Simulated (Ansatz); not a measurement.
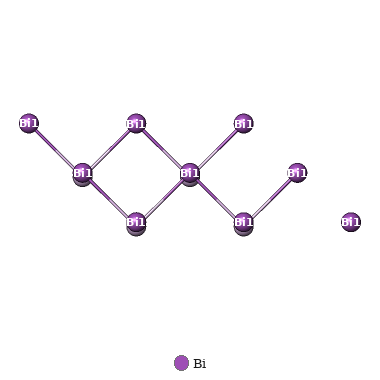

The system is H on a two-dimensional sheet of Bi of the honeycomb type (2 atoms of substrate and one adsorbate in a 1 × 1 cell); the picture shows it without the atoms that are moved over the map. 
- H is moved over the surface cell; relaxed at each place: the height of the adsorbate's atoms; substrate rigid; the origin of the map has the adsorbate above Bi1.
- Places are given modulo a cell vector. The map is drawn in real space over the plane of the surface.
- The grid has 9 × 9 points; 19 points were computed and 62 follow by symmetry.
- Energies: meV, counted from the lowest grid point.
- At some places the adsorbate sinks to or below the level of the top layer. The magnetic moment jumps between some neighbouring points. With one adsorbate in each 1 × 1 cell, its nearest image is 4.3 Å away, so neighbouring adsorbates interact.
- Method: Ansatz, DFT PBE+D3(BJ), scalar-relativistic, plane waves, PAW. Settings: cutoff 420 eV, k-mesh 6×6×1, gaussian smearing 0.05 eV, spin-polarised.

Range: position of H3 along the first surface vector from 0.000 to 0.889; position of H3 along the second surface vector from 0.000 to 0.889.

Q: What landscape does the calculation give?

A: The lowest grid point is at (4/9, 2/9) of the cell vectors [nearest 1 Bi at 1.96 Å]. The same energy is found at (7/9, 2/9) of the cell vectors [nearest 1 Bi at 1.96 Å]; (7/9, 5/9) of the cell vectors [nearest 1 Bi at 1.96 Å]. The highest grid point, a threefold hollow over a second-layer Bi atom, (3/9, 6/9) of the cell vectors, lies 317 meV above the lowest. At the lowest point the adsorbate has 1 Bi at 1.96 Å as nearest neighbours, at the highest 1 Bi at 2.04 Å. Its relaxed height above the top atom is 1.07 Å at the lowest and 0.29 Å at the highest point.

| second ↓, first → | 0/9 | 1/9 | 2/9 | 3/9 | 4/9 | 5/9 | 6/9 | 7/9 | 8/9 |
| --- | --- | --- | --- | --- | --- | --- | --- | --- | --- |
| 8/9 | 90 | 73 | 75 | 165 | 205 | 165 | 75 | 73 | 90 |
| 7/9 | 43 | 75 | 181 | 300 | 300 | 181 | 75 | 43 | 46 |
| 6/9 | 38 | 165 | 300 | 317 | 300 | 165 | 38 | 5 | 5 |
| 5/9 | 128 | 205 | 300 | 300 | 205 | 128 | 32 | 0 | 32 |
| 4/9 | 128 | 165 | 181 | 165 | 128 | 57 | 110 | 110 | 57 |
| 3/9 | 38 | 75 | 75 | 38 | 32 | 110 | 93 | 110 | 32 |
| 2/9 | 43 | 73 | 43 | 5 | 0 | 110 | 110 | 0 | 5 |
| 1/9 | 90 | 90 | 46 | 5 | 32 | 57 | 32 | 5 | 46 |
| 0/9 | 120 | 90 | 43 | 38 | 128 | 128 | 38 | 43 | 90 |

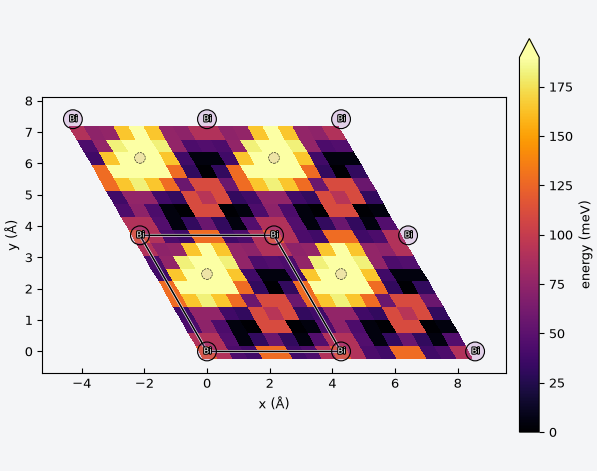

The picture shows one coloured cell a grid point, labelled circles for the atoms of the top layer and small ones for the second layer, the outline of one cell of the 2 × 2 shown, one colour for all values above the top of the scale.

Each point was launched as `ansatz run input.yaml --threads 1 --pin off --max-ram 3072MiB --backend cpu --events-out ev --progress --plain --runs-dir out`. The whole map (19 points run) took 18 min on 1 thread of Intel(R) Xeon(R) 6975P-C (Granite Rapids), with other jobs on the host.
